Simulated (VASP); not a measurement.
# TiC (Khamrabaevite): structure and properties in VASP, part 2 of 2

What structure and properties does PBEsol give TiC (Khamrabaevite), and how near are they to the measured ones? Left out of this account: 1 further run (relaxation: it shows nothing beyond the runs told). The start is a cell from a database of measured crystal structures.

VASP 6.6.1; PBEsol; plane waves and PAW (Ti_sv, C).

So far. Step 13 (Volume scan with PBEsol, volume scale 1.06): The pressure falls from -9.66 to -13.85 GPa. The parabola predicted -13.69 GPa, +0.16 GPa off. Step 15 (Fit for PBEsol): The fitted volume lies +0.01 % from the relaxed one. The relaxed cell has a = 4.295 Å (conventional setting).

### 16. Independent-particle dielectric function (PBEsol)

This step: PBEsol; plane waves and PAW (Ti_sv, C) (VASP 6.6.1).

LOPTICS sums transitions from filled to empty bands. The mesh is finer than in the run before. NBANDS is raised for it.

INCAR

```
SYSTEM = TiC
PREC = Accurate
ENCUT = 520
EDIFF = 1E-06
NELM = 100
ISMEAR = 0
SIGMA = 0.05
LREAL = .FALSE.
ALGO = Normal
GGA = PS
NBANDS = 24
LASPH = .TRUE.
LORBIT = 11
LWAVE = .FALSE.
LCHARG = .FALSE.
KPAR = 2
LOPTICS = .TRUE.
NEDOS = 1500
CSHIFT = 0.1
```

POSCAR

```
TiC
1.0
    0.0000000000      2.1474690364      2.1474690364
    2.1474690364      0.0000000000      2.1474690364
    2.1474690364      2.1474690364      0.0000000000
Ti C
1 1
Direct
    0.0000000000      0.0000000000      0.0000000000
    0.5000000000      0.5000000000      0.5000000000
```

KPOINTS

```
Automatic mesh
0
Gamma
11 11 11
0 0 0
```

The projector-augmented-wave data sets are Ti_sv and C (PBE family, release 64).

On the command line:

```console
> mpirun -np 2 vasp_std
```

Wall time 15 s (2 MPI ranks of AMD EPYC 7R43, shared host); peak memory 0.28 GiB.

These are independent-particle spectra without excitons or local fields, and fine structure depends on the mesh and on CSHIFT. The intraband (Drude) part is not in this spectrum.

Numbers from this step:

* SCF cycles: 14
* bands: 24
* irreducible k-points: 56
* free energy (TOTEN): -19.80 eV
* energy at zero smearing: -19.80 eV
* Fermi energy: 9.714 eV
* pressure: -0.02381 GPa

The imaginary dielectric function, xx has structure finer than the step of the table below, so its rows give means over 2 eV, whole bins alone (the curve runs from 0 to 25.0 eV). Peaks (eV: height): 0.8: 74.8, 2.3: 24.8.

Table of imaginary dielectric function, xx by photon energy; means over each step:

| photon energy (eV) | imaginary dielectric function, xx |
| --- | --- |
| 2 | 18.3 |
| 4 | 13.4 |
| 6 | 9.43 |
| 8 | 5.52 |
| 10 | 3.13 |
| 12 | 1.66 |
| 14 | 2.70 |
| 16 | 1.72 |
| 18 | 1.35 |
| 20 | 0.993 |
| 22 | 0.431 |

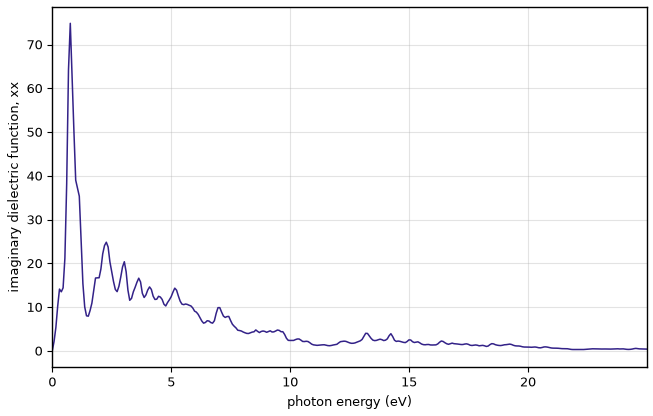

Imaginary dielectric function, xx against photon energy.

Table of real dielectric function, xx by photon energy:

```
photon energy (eV)  real dielectric function, xx
                 0                          56.4
                 1                          2.86
                 2                          16.3
                 3                          5.55
                 4                          3.48
                 5                          2.57
                 6                         -2.82
                 7                        -0.952
                 8                         -2.69
                 9                         -1.58
                10                         -2.26
                11                         -1.42
                12                         0.587
                13                          1.30
                14                         0.143
                15                        -0.444
                16                        -0.268
                17                        -0.503
                18                        -0.311
                19                        -0.203
                20                        -0.443
                21                        -0.408
                22                       -0.0512
                23                         0.181
                24                         0.261
```

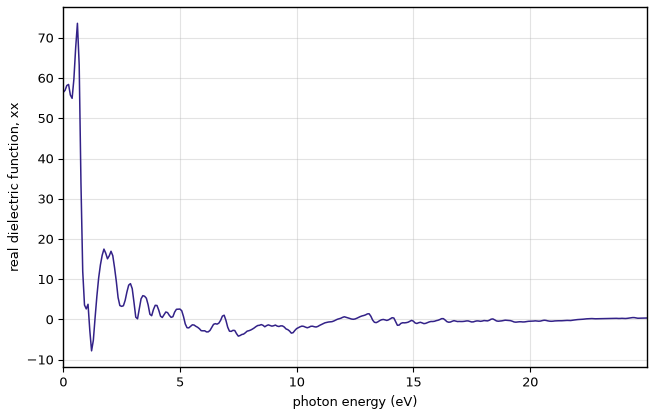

Real dielectric function, xx against photon energy.

### 17. Field gradients at the nuclei (PBEsol)

Field gradients probe how far the charge around each nucleus departs from cubic symmetry; LASPH keeps the non-spherical terms inside the spheres.

INCAR

```
SYSTEM = TiC
PREC = Accurate
ENCUT = 520
EDIFF = 1E-07
NELM = 100
ISMEAR = 0
SIGMA = 0.05
LREAL = .FALSE.
ALGO = Normal
GGA = PS
NBANDS = 14
LASPH = .TRUE.
LORBIT = 11
LWAVE = .FALSE.
LCHARG = .FALSE.
KPAR = 2
LEFG = .TRUE.
```

POSCAR is that of step 16.

KPOINTS

```
Automatic mesh
0
Gamma
8 8 8
0 0 0
```

On the command line:

```console
> mpirun -np 2 vasp_std
```

Elapsed: 6.2 s, on 2 MPI ranks; peak memory 0.2 GiB; 11 s of CPU time.

Numbers from this step:

```
SCF cycles           : 16
bands                : 14
irreducible k-points : 29
Fermi energy         : 9.573 eV
pressure             : -0.04848 GPa
```

Electric field gradients, by row:

```
atom  Vxx (V/Å²)  Vyy (V/Å²)  Vzz (V/Å²)  asymmetry
 Ti1      -0.001      -0.001       0.001          -
  C2           0           0           0          -
```

All gradients vanish within the noise.

The run ends at a pressure of -0.05 GPa.

### 18. What came out

```
relaxed volume                            : 9.903 Å³/atom
relaxed conventional cell a, b, c         : 4.295, 4.295, 4.295 Å
space group after relaxing, within 0.02 Å : Fm-3m (No. 225)
band gap                                  : none, a metal
DOS at the Fermi level                    : 0.228 states/eV/cell
bulk modulus from the fit                 : 264 GPa
volume from the fit                       : 9.90 Å³/atom
largest field gradient Vzz                : zero within the noise on all sites
```

**Reading.** With PBEsol, TiC (Khamrabaevite) relaxes to 9.903 Å³/atom in space group Fm-3m (held by the symmetry of the run), comes out as a metal and has a bulk modulus of 264 GPa. Against the listed cell the volume lies -2.3 %. Band structure (PBEsol): Of the bands kept, 4 cross the Fermi level on this path. The k-sampling is coarse for a metal, so the Fermi level, pressures and the shape of the cell carry errors. No search among competing phases was made, and a listed structure need not be the one stable at ambient conditions. All values are for a static lattice at zero temperature.

Calculation against experiment:

```
              quantity  measured          PBEsol
lattice constant a (Å)     4.325  4.295 (-0.7 %)
```

Measured values from arxiv:2411.15754 (2024).

Verdict: The lattice constant a is off by -0.7 %: good agreement. The grades are ours: good and fair within 0.7 and 1.5 % for the lattice constant a. Zero-point motion and thermal expansion are not in the computed lattice constants.

[Lines on the potential files, build, host, timing and source positions are cut from VASP's logs without a mark.]

[Logs are printed without paths, hosts, clocks, repeated set-up lines and the standing remarks that a program may print on its own settings, such as how far it seeks lower states.]

[Hosts, paths, dates, database ids (printed as entryN), source tags and the programs' standing remarks are cut or masked in the printed files.]

[Measured values are set beside computed ones only where the two were judged alike; some that the calculation misses by far are left out.]
